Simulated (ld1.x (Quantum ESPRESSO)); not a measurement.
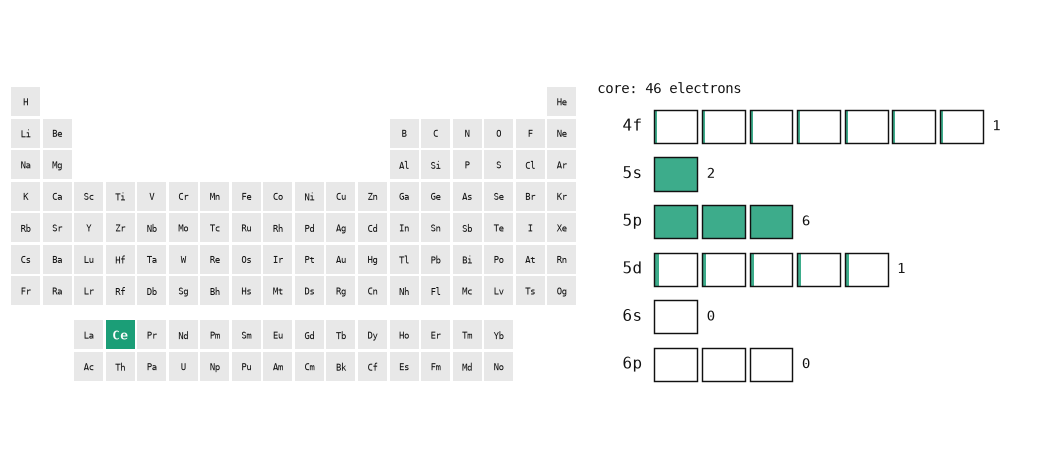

*Left, the place of cerium in the periodic table; right, the valence shells of the reference configuration: a box for each of the 2l + 1 orbitals, shaded by the share of the shell that is filled, with the electron count at the right.*

## Pseudopotential generation for Ce (part 1 of 2)

- system: cerium (Ce, Z = 58), core [Kr] 4d10, reference valence 4f1 5s2 5p6 5d1 6s0 6p0 (an ion of charge +2), valence charge 12.
- method: ultrasoft potential, PBEsol, scalar-relativistic, made with ld1.x (Quantum ESPRESSO) 7.5

Input:
```
 &input
   title='Ce', zed=58., rel=1, dft='PBESOL', iswitch=3,
   config='[Xe] 4f1 5d1 6s0 6p0',
   nld=4, rlderiv=3.70, eminld=-6.0, emaxld=5.0, deld=0.02
 /
 &inputp
   pseudotype=3, tm=.true., lloc=-1, rcloc=1.30,
   nlcc=.true.,
   file_pseudopw='Ce.UPF', file_wfcaegen='ae.wfc', file_wfcncgen='nc.wfc', file_beta='beta', file_chi='chi', file_wfcusgen='us.wfc'
 /
8
5S  1  0   2.00   0.00  2.50  3.00  0.0
6S  2  0   0.00   0.00  2.50  3.00  0.0
5P  2  1   6.00   0.00  2.85  3.40  0.0
6P  3  1   0.00   0.00  2.85  3.40  0.0
5D  3  2   1.00   0.00  2.30  2.60  0.0
5D  3  2   0.00  -0.65  2.30  2.60  0.0
4F  4  3   1.00   0.00  0.95  1.15  0.0
4F  4  3   0.00   3.40  0.95  1.15  0.0
 &test
   configts(1)='4f1 5s2 5p6 5d1 6s0 6p0'
 /
```

Input of the test run:
```
 &input
   title='Ce', zed=58., rel=1, dft='PBESOL', iswitch=2,
   config='[Xe] 4f1 5d1 6s0 6p0'
 /
 &test
   file_pseudo='Ce.UPF', nconf=8,
   configts(1)='4f1 5s2 5p6 5d1 6s0 6p0',
   configts(2)='4f1 5s2 5p6 5d1 6s2 6p0',
   configts(3)='4f1 5s2 5p6 5d1 6s1 6p0',
   configts(4)='4f1 5s2 5p6 5d0 6s0 6p0',
   configts(5)='4f0 5s2 5p6 5d2 6s1 6p0',
   configts(6)='4f1 5s2 5p6 5d2 6s1 6p0',
   configts(7)='4f1 5s2 5p5 5d1 6s2 6p0',
   configts(8)='4f0 5s2 5p6 5d2 6s2 6p0'
 /
```

Command:
```bash
ld1.x < Ce.in > Ce.out
```

Log:
```
     Program LD1 v.7.5
     --------------------------- All-electron run ----------------------------

     Ce
     scalar relativistic calculation

     atomic number is 58.00
     dft =PBESOL   lsd =0 sic =0 latt =0  beta=0.20 tr2=1.0E-14
     Exchange-correlation= PBESOL
                           (   1   4  10   8   0   0   0)
     mesh =1255 r(mesh) = 100.94310 a.u. xmin = -7.00 dx = 0.01250
     1 Ry =  13.60569312 eV, c = 137.03599908

     n l     nl                  e(Ry)          e(Ha)          e(eV)
     1 0     1S 1( 2.00)     -2959.4843     -1479.7421    -40265.8348
     2 0     2S 1( 2.00)      -474.6746      -237.3373     -6458.2776
     2 1     2P 1( 6.00)      -425.2715      -212.6358     -5786.1138
     3 0     3S 1( 2.00)      -102.9407       -51.4704     -1400.5797
     3 1     3P 1( 6.00)       -87.2311       -43.6156     -1186.8398
     4 0     4S 1( 2.00)       -21.5691       -10.7846      -293.4626
     4 1     4P 1( 6.00)       -16.4399        -8.2200      -223.6764
     3 2     3D 1(10.00)       -64.9041       -32.4520      -883.0650
     5 0     5S 1( 2.00)        -3.9250        -1.9625       -53.4024
     5 1     5P 1( 6.00)        -2.6416        -1.3208       -35.9412
     4 2     4D 1(10.00)        -9.0591        -4.5295      -123.2550
     4 3     4F 1( 1.00)        -1.3391        -0.6696       -18.2196
     5 2     5D 1( 1.00)        -1.0891        -0.5445       -14.8174
     6 0     6S 1( 0.00)        -1.0014        -0.5007       -13.6244
     6 1     6P 1( 0.00)        -0.7286        -0.3643        -9.9135

     final scf error:  5.8E-15 reached in  34 iterations

     Etot =  -17712.939444 Ry,   -8856.469722 Ha, -240996.818376 eV

     Ekin =   18773.604541 Ry,    9386.802270 Ha,  255427.902194 eV
     Encl =  -42861.376131 Ry,  -21430.688066 Ha, -583158.730471 eV
     Eh   =    6785.886754 Ry,    3392.943377 Ha,   92326.692745 eV
     Exc  =    -411.054607 Ry,    -205.527304 Ha,   -5592.682844 eV

     normalization and overlap integrals

     s(1S/1S) =  1.000000  <r> =   0.0246  <r2> =    0.0008  r(max) =   0.0158
     s(2S/2S) =  1.000000  <r> =   0.1052  <r2> =    0.0131  r(max) =   0.0887
     s(2P/2P) =  1.000000  <r> =   0.0924  <r2> =    0.0104  r(max) =   0.0717
     s(3S/3S) =  1.000000  <r> =   0.2788  <r2> =    0.0888  r(max) =   0.2534
     s(3P/3P) =  1.000000  <r> =   0.2768  <r2> =    0.0888  r(max) =   0.2502
     s(4S/4S) =  1.000000  <r> =   0.6374  <r2> =    0.4584  r(max) =   0.5928
     s(4P/4P) =  1.000000  <r> =   0.6750  <r2> =    0.5179  r(max) =   0.6154
     s(3D/3D) =  1.000000  <r> =   0.2537  <r2> =    0.0758  r(max) =   0.2049
     s(5S/5S) =  1.000000  <r> =   1.5139  <r2> =    2.5722  r(max) =   1.3697
     s(5P/5P) =  1.000000  <r> =   1.7449  <r2> =    3.4392  r(max) =   1.5520
     s(4D/4D) =  1.000000  <r> =   0.7444  <r2> =    0.6426  r(max) =   0.6551
     s(4F/4F) =  1.000000  <r> =   1.0859  <r2> =    1.5389  r(max) =   0.7061
     s(5D/5D) =  1.000000  <r> =   2.5283  <r2> =    7.3847  r(max) =   2.0950
     s(6S/6S) =  1.000000  <r> =   3.6844  <r2> =   15.1527  r(max) =   3.3688
     s(6P/6P) =  1.000000  <r> =   4.4520  <r2> =   22.1256  r(max) =   4.0636

     ------------------------ End of All-electron run ------------------------

     --------------------- Generating US pseudopotential ---------------------

      Generating local potential from pseudized AE potential:
      Matching radius rcloc =   1.3000

      Local pseudo, rcloc= 1.303 Estimated cut-off energy=    14.21 Ry

      Computing core charge for nlcc:

       r > 1.09 : true rho core
       r < 1.09 : rho core = a sin(br)/r    a=  16.33  b=   2.48

      Integrated core pseudo-charge :   9.14

      Wfc   5S  rcut= 2.496  Using Troullier-Martins method
      Wfc-us  5S rcutus= 2.973  Estimated cut-off energy=     6.62 Ry

      Wfc   6S  rcut= 2.496  Using Troullier-Martins method
      Wfc-us  6S rcutus= 2.973  Estimated cut-off energy=    13.60 Ry

      Wfc   5P  rcut= 2.828  Using Troullier-Martins method
      Wfc-us  5P rcutus= 3.369  Estimated cut-off energy=     7.88 Ry

      Wfc   6P  rcut= 2.828  Using Troullier-Martins method
      Wfc-us  6P rcutus= 3.369  Estimated cut-off energy=     6.15 Ry

      Wfc   5D  rcut= 2.315  Using Troullier-Martins method
      Wfc-us  5D rcutus= 2.624  Estimated cut-off energy=    16.63 Ry

      Wfc   5D  rcut= 2.315  Using Troullier-Martins method
      Wfc-us  5D rcutus= 2.624  Estimated cut-off energy=    18.02 Ry

      Wfc   4F  rcut= 0.941  Using Troullier-Martins method
      Wfc-us  4F rcutus= 1.150  Estimated cut-off energy=   118.02 Ry

      Wfc   4F  rcut= 0.941  Using Troullier-Martins method
      Wfc-us  4F rcutus= 1.150  Estimated cut-off energy=   187.05 Ry

     ------------------- End of pseudopotential generation -------------------

     --------------------------- All-electron run ----------------------------

     Ce
     scalar relativistic calculation

     atomic number is 58.00
     dft =PBESOL   lsd =0 sic =0 latt =0  beta=0.20 tr2=1.0E-14
     Exchange-correlation= PBESOL
                           (   1   4  10   8   0   0   0)
     mesh =1255 r(mesh) = 100.94310 a.u. xmin = -7.00 dx = 0.01250
     1 Ry =  13.60569312 eV, c = 137.03599908

     n l     nl                  e(Ry)          e(Ha)          e(eV)
     1 0     1S 1( 2.00)     -2959.4843     -1479.7421    -40265.8348
     2 0     2S 1( 2.00)      -474.6746      -237.3373     -6458.2776
     2 1     2P 1( 6.00)      -425.2715      -212.6358     -5786.1138
     3 0     3S 1( 2.00)      -102.9407       -51.4704     -1400.5797
     3 1     3P 1( 6.00)       -87.2311       -43.6156     -1186.8398
     4 0     4S 1( 2.00)       -21.5691       -10.7846      -293.4626
     4 1     4P 1( 6.00)       -16.4399        -8.2200      -223.6764
     3 2     3D 1(10.00)       -64.9041       -32.4520      -883.0650
     5 0     5S 1( 2.00)        -3.9250        -1.9625       -53.4024
     5 1     5P 1( 6.00)        -2.6416        -1.3208       -35.9412
     4 2     4D 1(10.00)        -9.0591        -4.5295      -123.2550
     4 3     4F 1( 1.00)        -1.3391        -0.6696       -18.2196
     5 2     5D 1( 1.00)        -1.0891        -0.5445       -14.8174
     6 0     6S 1( 0.00)        -1.0014        -0.5007       -13.6244
     6 1     6P 1( 0.00)        -0.7286        -0.3643        -9.9135

     final scf error:  5.8E-15 reached in  34 iterations

     Etot =  -17712.939444 Ry,   -8856.469722 Ha, -240996.818376 eV

     Ekin =   18773.604541 Ry,    9386.802270 Ha,  255427.902194 eV
     Encl =  -42861.376131 Ry,  -21430.688066 Ha, -583158.730471 eV
     Eh   =    6785.886754 Ry,    3392.943377 Ha,   92326.692745 eV
     Exc  =    -411.054607 Ry,    -205.527304 Ha,   -5592.682844 eV

     normalization and overlap integrals

     s(1S/1S) =  1.000000  <r> =   0.0246  <r2> =    0.0008  r(max) =   0.0158
     s(2S/2S) =  1.000000  <r> =   0.1052  <r2> =    0.0131  r(max) =   0.0887
     s(2P/2P) =  1.000000  <r> =   0.0924  <r2> =    0.0104  r(max) =   0.0717
     s(3S/3S) =  1.000000  <r> =   0.2788  <r2> =    0.0888  r(max) =   0.2534
     s(3P/3P) =  1.000000  <r> =   0.2768  <r2> =    0.0888  r(max) =   0.2502
     s(4S/4S) =  1.000000  <r> =   0.6374  <r2> =    0.4584  r(max) =   0.5928
     s(4P/4P) =  1.000000  <r> =   0.6750  <r2> =    0.5179  r(max) =   0.6154
     s(3D/3D) =  1.000000  <r> =   0.2537  <r2> =    0.0758  r(max) =   0.2049
     s(5S/5S) =  1.000000  <r> =   1.5139  <r2> =    2.5722  r(max) =   1.3697
     s(5P/5P) =  1.000000  <r> =   1.7449  <r2> =    3.4392  r(max) =   1.5520
     s(4D/4D) =  1.000000  <r> =   0.7444  <r2> =    0.6426  r(max) =   0.6551
     s(4F/4F) =  1.000000  <r> =   1.0859  <r2> =    1.5389  r(max) =   0.7061
     s(5D/5D) =  1.000000  <r> =   2.5283  <r2> =    7.3847  r(max) =   2.0950
     s(6S/6S) =  1.000000  <r> =   3.6844  <r2> =   15.1527  r(max) =   3.3688
     s(6P/6P) =  1.000000  <r> =   4.4520  <r2> =   22.1256  r(max) =   4.0636

     ------------------------ End of All-electron run ------------------------

     Computing logarithmic derivative in   3.69998

       Warning: n=3, l=1 expected 1 nodes, found 2
       Setting wfc to zero for this iteration
       (This warning will only be printed once per wavefunction)

       Zero norm: self consistency problem; state:  6 (l=  1, j=0.0)
     Computing logarithmic derivative in   3.69998
     Computing the partial wave expansion
     R is outside the sphere for l=    0 j= 0.00
     R is outside the sphere for l=    0 j= 0.00
     R is outside the sphere for l=    1 j= 0.00
     R is outside the sphere for l=    1 j= 0.00
     R is outside the sphere for l=    2 j= 0.00
     R is outside the sphere for l=    2 j= 0.00
     R is outside the sphere for l=    3 j= 0.00
     R is outside the sphere for l=    3 j= 0.00

     ---------------------- Testing the pseudopotential ----------------------

     Ce
     scalar relativistic calculation

     atomic number is 58.00   valence charge is 12.00
     dft =PBESOL   lsd =0 sic =0 latt =0  beta=0.20 tr2=1.0E-14
     mesh =1255 r(mesh) = 100.94310 xmin = -7.00 dx = 0.01250

     n l     nl             e AE (Ry)        e PS (Ry)    De AE-PS (Ry)
     4 3     4F   1( 1.00)       -1.33911       -1.33910       -0.00001
     1 0     5S   1( 2.00)       -3.92501       -3.92500       -0.00000
     2 1     5P   1( 6.00)       -2.64163       -2.64163       -0.00000
     3 2     5D   1( 1.00)       -1.08906       -1.08906        0.00000
     2 0     6S   1( 0.00)       -1.00138       -0.81802       -0.18336  !
     3 1     6P   1( 0.00)       -0.72863       -0.72863        0.00000

     eps = 9.2E-15  iter =  3

     Etot =  -17712.939444 Ry,   -8856.469722 Ha, -240996.818376 eV
     Etotps =   -93.569173 Ry,     -46.784586 Ha,   -1273.073450 eV

     Ekin =      19.891264 Ry,       9.945632 Ha,     270.634432 eV
     Encl =    -169.592093 Ry,     -84.796047 Ha,   -2307.417976 eV
     Ehrt =      53.333870 Ry,      26.666935 Ha,     725.644268 eV
     Ecxc =     -28.206290 Ry,     -14.103145 Ha,    -383.766126 eV
     (Ecc =     -16.059412 Ry,      -8.029706 Ha,    -218.499432 eV)
     Epseu=      31.004077 Ry,      15.502038 Ha,     421.831952 eV

     ---------------------- End of pseudopotential test ----------------------
```

Output of the test run (extracts):
```
     ---------------------- Testing the pseudopotential ----------------------

     Ce
     scalar relativistic calculation

     atomic number is 58.00   valence charge is 12.00
     dft =PBESOL   lsd =0 sic =0 latt =0  beta=0.20 tr2=1.0E-14
     mesh =1255 r(mesh) = 100.94310 xmin = -7.00 dx = 0.01250

     n l     nl             e AE (Ry)        e PS (Ry)    De AE-PS (Ry)
     4 3     4F   1( 1.00)       -1.33911       -1.33910       -0.00001
     1 0     5S   1( 2.00)       -3.92501       -3.92501       -0.00000
     2 1     5P   1( 6.00)       -2.64163       -2.64163       -0.00000
     3 2     5D   1( 1.00)       -1.08906       -1.08906        0.00000
     2 0     6S   1( 0.00)       -1.00138       -0.81802       -0.18336  !
     3 1     6P   1( 0.00)       -0.72863       -0.72863        0.00000

     eps = 6.3E-15  iter =  4

     Etot =  -17712.939444 Ry,   -8856.469722 Ha, -240996.818376 eV
     Etotps =   -93.569173 Ry,     -46.784587 Ha,   -1273.073456 eV

     Ekin =      19.891263 Ry,       9.945632 Ha,     270.634427 eV
     Encl =    -169.592093 Ry,     -84.796047 Ha,   -2307.417978 eV
     Ehrt =      53.333870 Ry,      26.666935 Ha,     725.644270 eV
     Ecxc =     -28.206290 Ry,     -14.103145 Ha,    -383.766126 eV
     (Ecc =     -16.059412 Ry,      -8.029706 Ha,    -218.499432 eV)
     Epseu=      31.004077 Ry,      15.502038 Ha,     421.831952 eV

     ---------------------- End of pseudopotential test ----------------------

     ---------------------- Testing the pseudopotential ----------------------

     Ce
     scalar relativistic calculation

     atomic number is 58.00   valence charge is 12.00
     dft =PBESOL   lsd =0 sic =0 latt =0  beta=0.20 tr2=1.0E-14
     mesh =1255 r(mesh) = 100.94310 xmin = -7.00 dx = 0.01250

     n l     nl             e AE (Ry)        e PS (Ry)    De AE-PS (Ry)
     4 3     4F   1( 1.00)       -0.39859       -0.54880        0.15021  !
     1 0     5S   1( 2.00)       -2.98496       -3.13113        0.14617  !
     2 1     5P   1( 6.00)       -1.70699       -1.84693        0.13994  !
     3 2     5D   1( 1.00)       -0.22586       -0.32810        0.10224  !
     2 0     6S   1( 2.00)       -0.27709       -0.23447       -0.04262  !
     3 1     6P   1( 0.00)       -0.09807       -0.09807        0.00000

     eps = 5.0E-15  iter = 17

     Etot =  -17714.199227 Ry,   -8857.099613 Ha, -241013.958600 eV
     Etotps =   -94.624490 Ry,     -47.312245 Ha,   -1287.431773 eV
     dEtot_ae =      -1.259783 Ry
     dEtot_ps =      -1.055317 Ry,   Delta E=      -0.204466 Ry

     Ekin =      20.217755 Ry,      10.108877 Ha,     275.076570 eV
     Encl =    -179.079050 Ry,     -89.539525 Ha,   -2436.494606 eV
     Ehrt =      61.967174 Ry,      30.983587 Ha,     843.106353 eV
     Ecxc =     -28.637836 Ry,     -14.318918 Ha,    -389.637614 eV
     (Ecc =     -16.059412 Ry,      -8.029706 Ha,    -218.499432 eV)
     Epseu=      30.907468 Ry,      15.453734 Ha,     420.517523 eV

     ---------------------- End of pseudopotential test ----------------------

     ---------------------- Testing the pseudopotential ----------------------

     Ce
     scalar relativistic calculation

     atomic number is 58.00   valence charge is 12.00
     dft =PBESOL   lsd =0 sic =0 latt =0  beta=0.20 tr2=1.0E-14
     mesh =1255 r(mesh) = 100.94310 xmin = -7.00 dx = 0.01250

     n l     nl             e AE (Ry)        e PS (Ry)    De AE-PS (Ry)
     4 3     4F   1( 1.00)       -0.83377       -0.92146        0.08770  !
     1 0     5S   1( 2.00)       -3.42029       -3.50518        0.08490  !
     2 1     5P   1( 6.00)       -2.14109       -2.22162        0.08053  !
     3 2     5D   1( 1.00)       -0.63096       -0.69037        0.05941  !
     2 0     6S   1( 1.00)       -0.62599       -0.52911       -0.09687  !
     3 1     6P   1( 0.00)       -0.39981       -0.39981        0.00000

     eps = 5.5E-16  iter = 14

     Etot =  -17713.750676 Ry,   -8856.875338 Ha, -241007.855756 eV
     Etotps =   -94.244065 Ry,     -47.122032 Ha,   -1282.255821 eV
     dEtot_ae =      -0.811232 Ry
     dEtot_ps =      -0.674891 Ry,   Delta E=      -0.136341 Ry

     Ekin =      20.107414 Ry,      10.053707 Ha,     273.575309 eV
     Encl =    -174.608307 Ry,     -87.304153 Ha,   -2375.667038 eV
     Ehrt =      57.720742 Ry,      28.860371 Ha,     785.330702 eV
     Ecxc =     -28.404945 Ry,     -14.202472 Ha,    -386.468964 eV
     (Ecc =     -16.059412 Ry,      -8.029706 Ha,    -218.499432 eV)
     Epseu=      30.941031 Ry,      15.470515 Ha,     420.974171 eV

     ---------------------- End of pseudopotential test ----------------------

     ---------------------- Testing the pseudopotential ----------------------

     Ce
     scalar relativistic calculation

     atomic number is 58.00   valence charge is 12.00
     dft =PBESOL   lsd =0 sic =0 latt =0  beta=0.20 tr2=1.0E-14
     mesh =1255 r(mesh) = 100.94310 xmin = -7.00 dx = 0.01250

     n l     nl             e AE (Ry)        e PS (Ry)    De AE-PS (Ry)
     4 3     4F   1( 1.00)       -2.10925       -2.13709        0.02784  !
     1 0     5S   1( 2.00)       -4.68301       -4.70534        0.02233  !
     2 1     5P   1( 6.00)       -3.37682       -3.39545        0.01864  !
     3 2     5D   1( 0.00)       -1.73585       -1.74718        0.01132  !
     2 0     6S   1( 0.00)       -1.50786       -1.24097       -0.26689  !
     3 1     6P   1( 0.00)       -1.17120       -1.17120        0.00000

     eps = 4.5E-15  iter =  7

     Etot =  -17711.532899 Ry,   -8855.766449 Ha, -240977.681355 eV
     Etotps =   -92.157690 Ry,     -46.078845 Ha,   -1253.869250 eV
     dEtot_ae =       1.406545 Ry
     dEtot_ps =       1.411483 Ry,   Delta E=      -0.004938 Ry

     Ekin =      18.378608 Ry,       9.189304 Ha,     250.053695 eV
     Encl =    -159.811125 Ry,     -79.905563 Ha,   -2174.341126 eV
     Ehrt =      45.926796 Ry,      22.963398 Ha,     624.865898 eV
     Ecxc =     -27.540762 Ry,     -13.770381 Ha,    -374.711151 eV
     (Ecc =     -16.059412 Ry,      -8.029706 Ha,    -218.499432 eV)
     Epseu=      30.888793 Ry,      15.444396 Ha,     420.263433 eV

     ---------------------- End of pseudopotential test ----------------------

     ---------------------- Testing the pseudopotential ----------------------

     Ce
     scalar relativistic calculation

     atomic number is 58.00   valence charge is 12.00
     dft =PBESOL   lsd =0 sic =0 latt =0  beta=0.20 tr2=1.0E-14
     mesh =1255 r(mesh) = 100.94310 xmin = -7.00 dx = 0.01250

     n l     nl             e AE (Ry)        e PS (Ry)    De AE-PS (Ry)
     4 3     4F   1( 0.00)       -1.29007       -1.57919        0.28912  !
     1 0     5S   1( 2.00)       -3.67397       -3.88274        0.20877  !
     2 1     5P   1( 6.00)       -2.34114       -2.49304        0.15190  !
     3 2     5D   1( 2.00)       -0.72451       -0.80699        0.08248  !
     2 0     6S   1( 1.00)       -0.66042       -0.53884       -0.12158  !
     3 1     6P   1( 0.00)       -0.41779       -0.41779        0.00000

     eps = 8.1E-15  iter = 22

     Etot =  -17713.368646 Ry,   -8856.684323 Ha, -241002.657969 eV
     Etotps =   -93.753127 Ry,     -46.876564 Ha,   -1275.576281 eV
     dEtot_ae =      -0.429202 Ry
     dEtot_ps =      -0.183954 Ry,   Delta E=      -0.245248 Ry

     Ekin =      11.162198 Ry,       5.581099 Ha,     151.869437 eV
     Encl =    -162.173852 Ry,     -81.086926 Ha,   -2206.487657 eV
     Ehrt =      54.903051 Ry,      27.451525 Ha,     746.994059 eV
     Ecxc =     -27.378957 Ry,     -13.689479 Ha,    -372.509691 eV
     (Ecc =     -16.059412 Ry,      -8.029706 Ha,    -218.499432 eV)
     Epseu=      29.734433 Ry,      14.867216 Ha,     404.557570 eV

     ---------------------- End of pseudopotential test ----------------------
```

(Continued in part 2.) Outcome of the run: generated, but the overlap operator is not positive, so unusable; the Bessel test doesn't meet the 5p level; ld1.x warns of wrong node counts.
